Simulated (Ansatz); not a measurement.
**C2H6BFO (SMILES COB(C)F): levels of theory compared**

Aim: a comparison of 4 runs (B3LYP/6-31G*, r2SCAN/def2-SVP, RPA@PBE/def2-SVP, CCSD/def2-SVP) of C2H6BFO. 

Program for the calculation: Ansatz 0.2.0.

112 further runs of the same task are left out: 112 set aside as unsound or not needed.

### 1 The molecule

C2H6BFO has 11 atoms, charge 0, and is taken as a singlet. As SMILES, `COB(C)F`. The O2–B3 distance was set to 2.427 Å, away from the relaxed value. At this shape a bond of the SMILES string is far longer than usual.

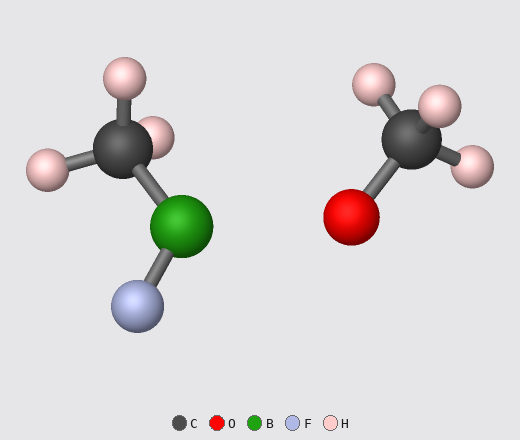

Viewed from a chosen angle; carbon dark grey, oxygen red, boron green, fluorine light blue, hydrogen pink.

### 2 A single-point energy at B3LYP/6-31G(d) (Cartesian functions) (run 1)

job.yaml reads:

```yaml
crystal:
  periodic: [false, false, false]
  atoms:
    - {symbol: C, position_ang: [-2.212106, 1.307199, 0.837389]}
    - {symbol: O, position_ang: [-1.088706, 1.823899, 0.163589]}
    - {symbol: B, position_ang: [0.818600, 0.482700, -0.508900]}
    - {symbol: C, position_ang: [0.993200, -1.057900, -0.270600]}
    - {symbol: F, position_ang: [1.779200, 1.165200, -1.136000]}
    - {symbol: H, position_ang: [-2.306206, 1.803199, 1.805789]}
    - {symbol: H, position_ang: [-3.106806, 1.520399, 0.248889]}
    - {symbol: H, position_ang: [-2.141706, 0.228399, 0.996989]}
    - {symbol: H, position_ang: [0.947600, -1.307000, 0.794000]}
    - {symbol: H, position_ang: [1.947400, -1.412800, -0.660100]}
    - {symbol: H, position_ang: [0.196300, -1.629800, -0.756000]}
basis:
  gaussian:
    orbitals: "6-31G*"
hamiltonian:
  xc: {name: B3LYP}
accuracy: high
output:
  orbitals: {seedname: orbitals}
```

The run is started by

```sh
$ ansatz run job.yaml --threads 1 --pin off --max-ram 3480MiB --events-out events.jsonl --progress --plain --runs-dir runs
```

The program printed:

```text
Warning: RAYON_NUM_THREADS=1 ignored (pool sized by the plan → 1); use --threads N
Functional definition: B3LYP
  name "B3LYP"
  parameter a0 = 0.2
  parameter ax = 0.72
  parameter ac = 0.81
  exchange = (1 - a0 - ax)*slater_x + ax*b88_x + a0*exact_x
  correlation = (1 - ac)*vwn_rpa_c + ac*lyp_c
1972 factors; integrals over basis functions are off by at most 1.3e-8 eV
mean field evaluation 1: about -7598.6673 eV, gradient 7.1e1 eV
mean field evaluation 2: about -7472.8161 eV, gradient 1.8e2 eV
mean field evaluation 4: about -7609.5398 eV, gradient 1.2e1 eV
mean field evaluation 8: about -7610.2038 eV, gradient 1.4e0 eV
mean field evaluation 16: about -7610.3506 eV, gradient 3.6e-4 eV
mean field -7610.35060536 eV, -279.6752262660 hartree, gradient 2.8e-8 eV, S^2 0.000000; 0 other end points of the search recorded, 0 dependent functions left out
reference -7610.35064284 eV, -279.6752276434 hartree; 20, 20 occupied and 67, 67 virtual orbitals, 1972 factors
Total energy: -7610.35064284 eV, -279.6752276434 hartree
```

Wall time 2.9 s (1 thread of AMD EPYC 9R45 (Zen 5), shared host); peak memory 0.29 GiB.

### 3 A single-point energy at r2SCAN/def2-SVP (run 2)

job.yaml reads:

```yaml
crystal:
  periodic: [false, false, false]
  atoms:
    - symbol: C
      position_ang: [-2.212106, 1.307199, 0.837389]
    - symbol: O
      position_ang: [-1.088706, 1.823899, 0.163589]
    - symbol: B
      position_ang: [0.818600, 0.482700, -0.508900]
    - symbol: C
      position_ang: [0.993200, -1.057900, -0.270600]
    - symbol: F
      position_ang: [1.779200, 1.165200, -1.136000]
    - symbol: H
      position_ang: [-2.306206, 1.803199, 1.805789]
    - symbol: H
      position_ang: [-3.106806, 1.520399, 0.248889]
    - symbol: H
      position_ang: [-2.141706, 0.228399, 0.996989]
    - symbol: H
      position_ang: [0.947600, -1.307000, 0.794000]
    - symbol: H
      position_ang: [1.947400, -1.412800, -0.660100]
    - symbol: H
      position_ang: [0.196300, -1.629800, -0.756000]
basis:
  gaussian: {orbitals: def2-SVP}
magnetization: {spin_polarized: false}
hamiltonian: {xc: {name: r2SCAN}}
accuracy: high
output: {orbitals: {seedname: orbitals}}
```

The run is started by

```sh
$ ansatz run job.yaml --threads 1 --pin off --max-ram 3480MiB --events-out events.jsonl --progress --plain --runs-dir runs
```

The program printed:

```text
Warning: RAYON_NUM_THREADS=1 ignored (pool sized by the plan → 1); use --threads N
Functional definition: r2SCAN
  name "r2SCAN"
  parameter k0 = 0.174
  parameter k1 = 0.065
  parameter a1 = 4.9479
  exchange = r2scan_x(k0 = k0, k1 = k1, a1 = a1)
  correlation = r2scan_c
2383 factors; integrals over basis functions are off by at most 1.0e-8 eV
mean field evaluation 1: about -7587.4710 eV, gradient 7.2e1 eV
mean field evaluation 2: about -7457.1852 eV, gradient 1.8e2 eV
mean field evaluation 4: about -7599.6360 eV, gradient 1.2e1 eV
mean field evaluation 8: about -7600.4072 eV, gradient 8.5e-1 eV
mean field evaluation 16: about -7600.4112 eV, gradient 5.8e-4 eV
mean field -7600.41115792 eV, -279.3099583099 hartree, gradient 2.3e-8 eV, S^2 0.000000; 0 other end points of the search recorded, 0 dependent functions left out
reference -7600.41115877 eV, -279.3099583410 hartree; 20, 20 occupied and 80, 80 virtual orbitals, 2383 factors
Total energy: -7600.41115877 eV, -279.3099583410 hartree
```

Run time: 4.8 s. Hardware: 1 thread of AMD EPYC 9R45 (Zen 5), shared host; peak memory 0.34 GiB.

Run 3 isn't shown in full; the table further down has it.

### 4 A single-point energy at CCSD/def2-SVP (run 4)

job.yaml reads:

```yaml
crystal:
  periodic: [false, false, false]
  atoms:
    - {symbol: C, position_ang: [-2.212106, 1.307199, 0.837389]}
    - {symbol: O, position_ang: [-1.088706, 1.823899, 0.163589]}
    - {symbol: B, position_ang: [0.818600, 0.482700, -0.508900]}
    - {symbol: C, position_ang: [0.993200, -1.057900, -0.270600]}
    - {symbol: F, position_ang: [1.779200, 1.165200, -1.136000]}
    - {symbol: H, position_ang: [-2.306206, 1.803199, 1.805789]}
    - {symbol: H, position_ang: [-3.106806, 1.520399, 0.248889]}
    - {symbol: H, position_ang: [-2.141706, 0.228399, 0.996989]}
    - {symbol: H, position_ang: [0.947600, -1.307000, 0.794000]}
    - {symbol: H, position_ang: [1.947400, -1.412800, -0.660100]}
    - {symbol: H, position_ang: [0.196300, -1.629800, -0.756000]}
basis:
  gaussian: {orbitals: def2-SVP}
correlation: {method: ccsd, frozen_orbitals: {B: 1, C: 1, F: 1, H: 0, O: 1}}
scf: {omitted_lower_state_checks: [cluster_reference, increment]}
accuracy: high
```

The run is started by

```sh
$ ansatz run job.yaml --threads 1 --pin off --max-ram 3480MiB --events-out events.jsonl --progress --plain --runs-dir runs
```

The program printed:

```text
Warning: RAYON_NUM_THREADS=1 ignored (pool sized by the plan → 1); use --threads N
[... 12 lines left out ...]
5 core orbitals not correlated: weight in the atoms' cores, before any rotation towards them, 1.000 or more for the frozen orbitals, at most 0.000 for the correlated occupied ones
[... 34 lines left out ...]
Total energy: -7583.96578247 eV, -278.7056019091 hartree
Checks for a lower state left out: cluster_reference, increment
```

Wall time 19 s (1 thread of AMD EPYC 9R45 (Zen 5), shared host); peak memory 0.82 GiB.

### 5 Overview of the runs

```csv
run,level,Cartesian functions,frozen core orbitals,energy (Eh),wall time
1,B3LYP/6-31G* (Cartesian functions),yes,–,-279.675228,2.9 s
2,r2SCAN/def2-SVP,no,–,-279.309958,4.8 s
3,RPA@PBE/def2-SVP,no,5,-279.067935,5.7 s
4,CCSD/def2-SVP,no,5,-278.705602,19 s
```

### 6 What came out

| quantity | value |
| --- | --- |
| run 4: total energy | -278.70560 Eh |
| run 4: correlation energy (5 core orbitals frozen) | -801.7 mEh |
| run 4: T1 diagnostic | 0.027 |

In words: Totals of different functionals can't be ranked against each other. In run 4 the log says that unrestricted orbitals would lower the reference, so the values rest on an unstable closed-shell determinant (other closed-shell runs at this shape may share the fault). All runs together took 33 s, the longest 19 s.
